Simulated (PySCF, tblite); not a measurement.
# C2H6ClSi radical: geometry, infrared bands and EPR parameters

Aim: predict the infrared bands and EPR parameters of C2H6ClSi radical (`C[Si](C)Cl`).

Computed with tblite 0.8.0 and PySCF 2.14.0, with density-fitted response routines of our own, on a single molecule in the gas phase. Atoms are numbered from 0 throughout.

## 1. Starting geometry

10 atoms, charge 0, multiplicity 2; geometry from: force field or distance geometry start.

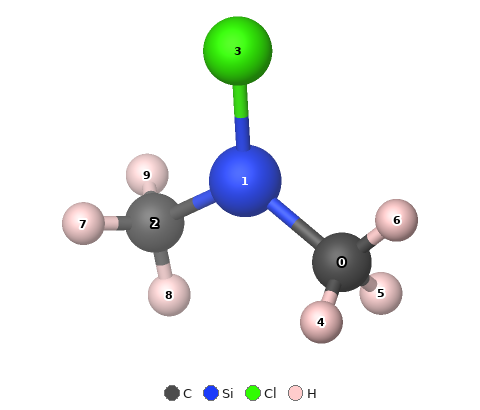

As it starts; carbon dark grey, silicon blue, chlorine green, hydrogen pink, atoms numbered; sticks join atoms by distance.

## 2. Geometry optimisation with GFN2-xTB

The job: settings as JSON, then the geometry in Å.

```
{"job": {"kind": "relax", "xc": "GFN2-xTB", "basis": "xTB"}, "charge": 0, "multiplicity": 2}
C      1.577400    -0.098000    -0.017900
Si    -0.101200     0.617400    -0.190800
C     -1.524900    -0.427500     0.155200
Cl    -0.308300     2.572700    -0.632700
H      1.912800    -0.296600     1.028000
H      1.738100    -1.030500    -0.609700
H      2.310100     0.640100    -0.431500
H     -2.095500    -0.019900     1.033900
H     -1.263900    -1.494500     0.350500
H     -2.235700    -0.458600    -0.707600
```

Command:

```
$ OMP_NUM_THREADS=1 python probes_run.py task.json out
```

This one command runs all jobs of the session in turn.

What it wrote:

```text
step      E/eV     max force
  0    -369.08838    3.354
  1    -369.30733    0.872
  2    -369.34719    0.963
  3    -369.40883    1.059
  4    -369.48610    1.410
  5    -369.53977    1.119
  6    -369.61526    0.638
  7    -369.63726    0.556
  8    -369.69277    0.621
  9    -369.72130    0.751
 10    -369.77848    0.691
 11    -369.82603    0.738
 12    -369.86044    0.645
 13    -369.87920    0.390
 14    -369.89209    0.364
 15    -369.89743    0.188
 16    -369.90103    0.160
 17    -369.90368    0.107
 18    -369.90536    0.113
 19    -369.90614    0.064
 20    -369.90651    0.053
 21    -369.90689    0.058
 22    -369.90721    0.069
 23    -369.90744    0.050
 24    -369.90758    0.030
 25    -369.90771    0.035
 26    -369.90791    0.049
 27    -369.90825    0.074
 28    -369.90877    0.084
 29    -369.90945    0.076
 30    -369.91018    0.073
 31    -369.91090    0.087
 32    -369.91161    0.092
 33    -369.91219    0.071
 34    -369.91253    0.049
 35    -369.91270    0.048
 36    -369.91285    0.044
 37    -369.91304    0.041
 38    -369.91321    0.039
 39    -369.91335    0.034
 40    -369.91347    0.043
 41    -369.91366    0.050
 42    -369.91408    0.081
 43    -369.91491    0.118
 44    -369.91613    0.133
 45    -369.91738    0.105
 46    -369.91841    0.112
 47    -369.91863    0.150
 48    -369.91959    0.073
 49    -369.92028    0.087
 50    -369.92123    0.076
 51    -369.92198    0.087
 52    -369.92264    0.066
 53    -369.92315    0.052
 54    -369.92369    0.105
 55    -369.92147    0.230
 56    -369.92441    0.066
 57    -369.92475    0.057
 58    -369.92529    0.056
 59    -369.92550    0.053
 60    -369.92575    0.049
 61    -369.92649    0.091
 62    -369.92712    0.076
 63    -369.92765    0.022
 64    -369.92772    0.019
 65    -369.92774    0.014
 66    -369.92775    0.013
 67    -369.92779    0.011
 68    -369.92780    0.008
```

It took 0.24 s on 1 thread of Arm Neoverse V2, shared host.

The steps of the relaxation: (not every step is listed)

```
step  energy from step 0 (eV)  largest force (eV/Å)
   0                   0.0000                3.3540
   1                  -0.2190                0.8717
   2                  -0.2588                0.9634
   3                  -0.3205                1.0594
   4                  -0.3977                1.4100
   5                  -0.4514                1.1188
   6                  -0.5269                0.6378
   7                  -0.5489                0.5557
   8                  -0.6044                0.6205
  13                  -0.7908                0.3905
  18                  -0.8170                0.1130
  23                  -0.8191                0.0504
  28                  -0.8204                0.0843
  33                  -0.8238                0.0706
  38                  -0.8248                0.0385
  43                  -0.8265                0.1177
  48                  -0.8312                0.0733
  53                  -0.8348                0.0518
  58                  -0.8369                0.0561
  63                  -0.8393                0.0220
  64                  -0.8393                0.0193
  65                  -0.8394                0.0139
  66                  -0.8394                0.0126
  67                  -0.8394                0.0107
  68                  -0.8394                0.0082
```

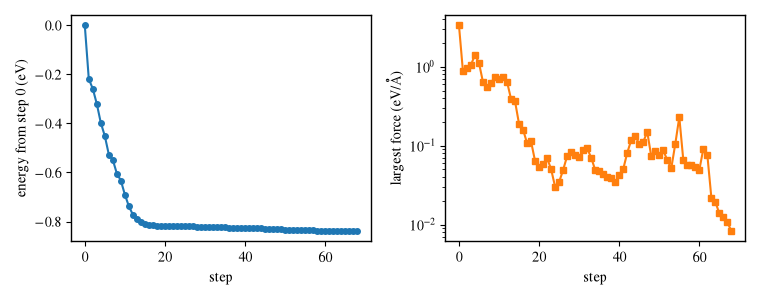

Energy and force, step by step.

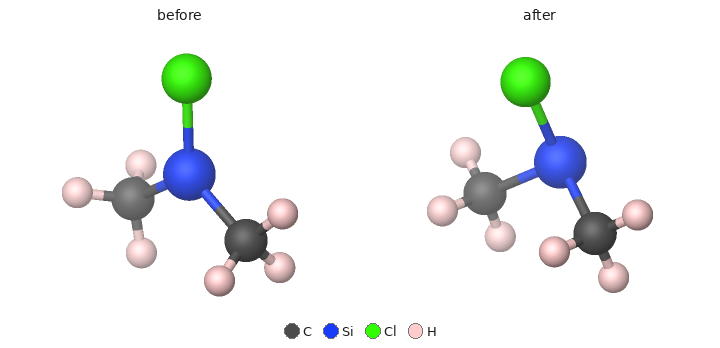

The geometry before (left) and after (right).

Close pairs (by a distance rule), those that changed most:

```
   bond  before (Å)  after (Å)  change (Å)
 Si1–C2       1.800      1.906      +0.106
 C0–Si1       1.833      1.905      +0.072
Si1–Cl3       2.015      2.058      +0.043
  C2–H7       1.124      1.089      -0.035
  C0–H6       1.119      1.086      -0.034
  C2–H9       1.118      1.086      -0.033
  C0–H5       1.116      1.085      -0.031
  C2–H8       1.116      1.085      -0.031
```

The end geometry stands in the next job.

## 3. Infrared spectrum with GFN2-xTB

The job: settings as JSON, then the geometry in Å.

```
{"job": {"kind": "ir", "xc": "GFN2-xTB", "basis": "xTB"}, "charge": 0, "multiplicity": 2}
C      1.602267    -0.041078    -0.025032
Si    -0.084618     0.466192    -0.751111
C     -1.526574    -0.475632     0.064336
Cl    -0.356243     2.478014    -0.412610
H      1.628942     0.164359     1.044235
H      1.791125    -1.100320    -0.166413
H      2.416712     0.508846    -0.486589
H     -1.555223    -0.270566     1.133865
H     -1.424368    -1.547711    -0.069171
H     -2.483138    -0.177450    -0.354038
```

What it wrote:

```text
mode    cm-1     km/mol
  1     106.2      0.04
  2     114.9      0.10
  3     154.0      3.82
  4     157.2      2.69
  5     202.3      4.12
  6     434.0     58.70
  7     682.7     42.78
  8     749.9     33.68
  9     795.5      0.59
 10     822.5     70.00
 11     847.3    172.59
 12     852.7     76.62
 13    1354.8      9.60
 14    1363.3      3.32
 15    1469.0      0.76
 16    1472.6      0.79
 17    1477.8      2.28
 18    1482.8      1.86
 19    2991.1      3.55
 20    2995.6     33.08
 21    3046.6     20.79
 22    3048.5      7.65
 23    3051.9      0.25
 24    3054.8     35.48
```

Run time: 0.17 s. Hardware: 1 thread of Arm Neoverse V2, shared host.

Which atoms move in the most intense modes:

```
cm⁻¹  km/mol                                atoms
 434    58.7                   Cl3 46 %, Si1 43 %
 683    42.8           C2 29 %, C0 28 %, Si1 24 %
 750    33.7           Si1 28 %, C0 20 %, C2 20 %
 822    70.0  H6 21 %, H9 20 %, Si1 15 %, C0 10 %
 847   172.6                     H8 24 %, H5 24 %
 853    76.6   H7 20 %, H4 19 %, H9 16 %, H6 16 %
2996    33.1                     H4 72 %, H7 21 %
3055    35.5                     H8 48 %, H5 44 %
```

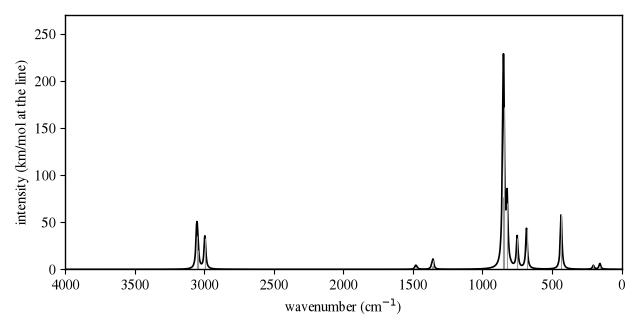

The infrared spectrum from these modes, unscaled. Lines are broadened to a width of 14 cm⁻¹ (Lorentzian).

## 4. EPR parameters: B3LYP/pcH-1

Settings changed since step 3:

```diff
@@ -1,2 +1,2 @@
-{"job": {"kind": "ir", "xc": "GFN2-xTB", "basis": "xTB"}, "charge": 0, "multiplicity": 2}
+{"job": {"kind": "epr", "basis": "pcH-1"}, "charge": 0, "multiplicity": 2}
 C      1.602267    -0.041078    -0.025032
```

With the program's defaults for keys left out, this is: UKS B3LYP, pcH-1 on C Cl H Si, non-relativistic, mean-field spin-orbit, GIAO.

What it wrote:

```text
UKS, coarse grid
  cycle   1  E = -829.50299738  |g| = 3.81e-01
  cycle   2  E = -829.47608897  |g| = 4.35e-01
  cycle   3  E = -829.57025609  |g| = 2.75e-02
  cycle   4  E = -829.57056340  |g| = 1.17e-02
  cycle   5  E = -829.57063301  |g| = 3.91e-03
  cycle   6  E = -829.57063965  |g| = 1.12e-03
  cycle   7  E = -829.57064058  |g| = 3.06e-04
UKS, final grid
  cycle   1  E = -829.57062285  |g| = 3.56e-04
  cycle   2  E = -829.57062281  |g| = 4.64e-04
  cycle   3  E = -829.57062292  |g| = 2.63e-05
  cycle   4  E = -829.57062292  |g| = 9.79e-06
E = -829.57062292 Eh   <S^2> = 0.7511 (exact 0.7500)
g shifts (ppm)      1          2          3
  rmc          -165       -165       -165
  gc             13         87         66
  oz_so         -74       3087       4527
  total        -226       3008       4427
hyperfine (MHz)  atom isotope    a_iso     a_fc   dipolar eigenvalues
    0   13C      50.40      50.36     -6.30     -5.84     12.14
    1  29Si    -625.83    -626.57   -157.23     78.05     79.18
    2   13C      50.33      50.30     -6.29     -5.81     12.10
    3  35Cl      20.24      19.93    -17.60    -16.59     34.19
    4    1H      49.71      49.71     -4.57      0.01      4.56
    5    1H      -3.92      -3.93     -4.87     -2.24      7.11
    6    1H       0.32       0.31     -5.05     -2.68      7.73
    7    1H      49.58      49.58     -4.55     -0.01      4.56
    8    1H      -3.96      -3.97     -4.85     -2.23      7.08
    9    1H       0.51       0.50     -5.06     -2.69      7.75
```

Run time: 22 s. Hardware: 1 thread of Arm Neoverse V2, shared host; peak memory 0.67 GiB.

Principal g values 2.00209, 2.00533, 2.00675; g(iso) = 2.00472, against 2.00232 for a free electron.

Mean a(iso) over the nuclei that a row names, and the largest dipolar term of the row (other rows stand at the frozen geometry):

```
                nuclei  isotope  a(iso) (MHz)  a(iso) (G, at g = 2.0023)  largest dipolar term (MHz)
                   Si1     29Si        -625.8                     -223.3                      -157.2
                C0, C2      13C          50.4                       18.0                        12.1
                   Cl3     35Cl          20.2                        7.2                        34.2
H4, H5, H6, H7, H8, H9       1H          15.4                        5.5                         7.7
```

Mulliken spin populations:

```
atom  value (e)
  C0       0.03
 Si1       0.85
  C2       0.03
 Cl3       0.06
  H4       0.02
  H5       0.00
  H6       0.00
  H7       0.02
  H8       0.00
  H9       0.00
```

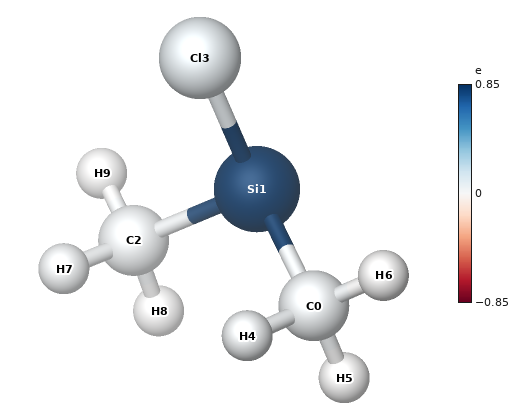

Mulliken spin populations, as colours on the atoms.

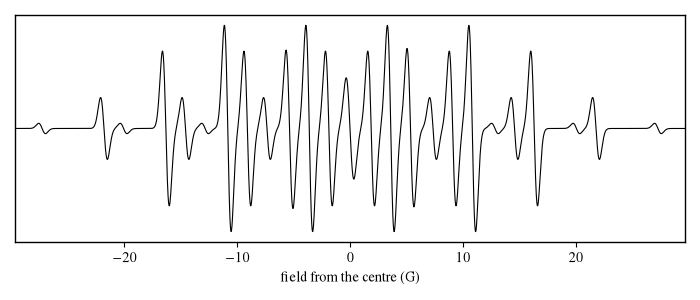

First-order isotropic spectrum (first derivative, main isotopes with spin only, couplings over 0.8 MHz, Gaussian width 0.3 G; couplings of the frozen geometry, rotation of groups not averaged beyond the rows shown).

Orbitals, density, ELF and potential are computed afterwards from the orbital file.

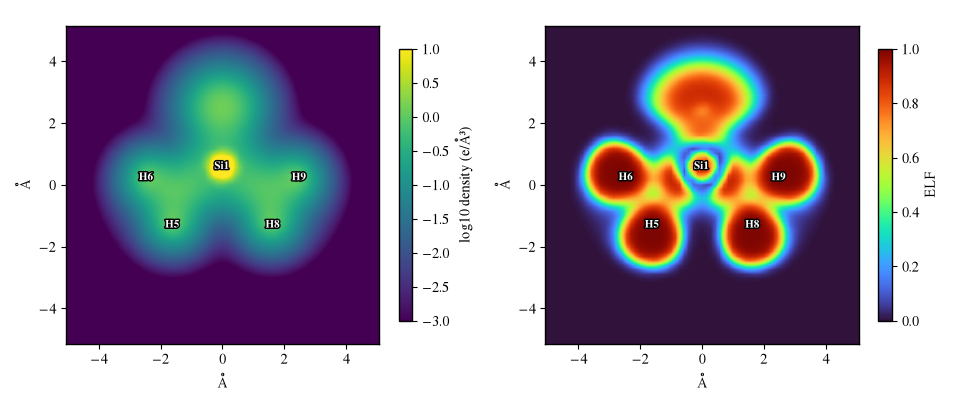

Density (left) and ELF (right) in a plane through or near 5 of the atoms.

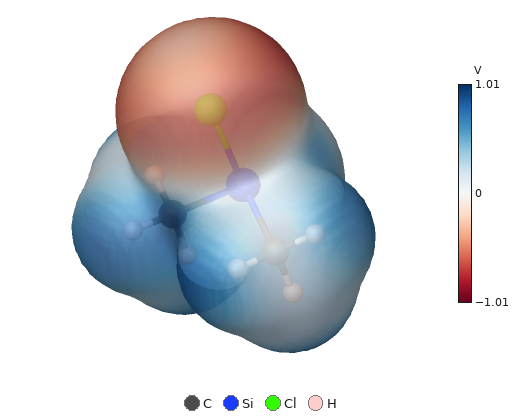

Electrostatic potential on the surface of density 0.002 e/bohr³; red is low, blue high. It runs from -0.68 V near Cl3 to 1.01 V near H5.

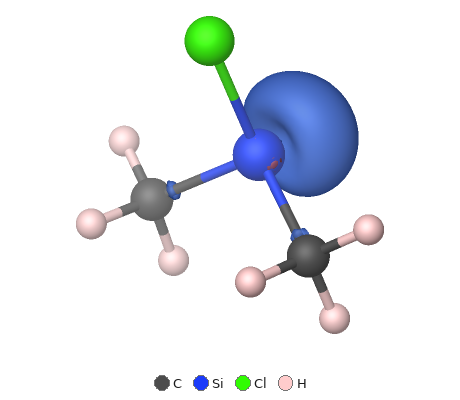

Spin density at ±0.09 e/Å³ (alpha excess blue, beta excess red).

## 5. Outcome

| quantity | value |
| --- | --- |
| strongest single infrared mode (GFN2-xTB) | 847 cm⁻¹, 173 km/mol |
| zero-point energy (GFN2-xTB) | 46.8 kcal/mol |
| g(iso) (B3LYP) | 2.00472 |
| ⟨S²⟩ | 0.751 (exact 0.75) |
| largest a(iso) (averaged by class) | 29Si on Si1, -625.8 MHz |
| potential on the surface of density 0.002 e/bohr³, 1st and 99th percentile | -0.68 V and 1.01 V |

**Reading.** The optimisation took 68 steps and gained 0.839 eV; among the close pairs (by a distance rule), Si1–C2 changed most, from 1.800 to 1.906 Å. All 24 modes are real, so the xTB geometry is a minimum. The strongest single mode, at 847 cm⁻¹, is spread over many atoms; the largest shares are those of H8, H5. GFN2-xTB is a fitted tight-binding method: band positions and strengths are rough. Its intensities can rank the bands wrongly. Most of the unpaired spin sits on Si1 (0.85 e). The isotropic g lies 2.4 ppt above the free-electron value. The conformer search found further structures of the same energy, which may be mirror or relabelled copies of this one.
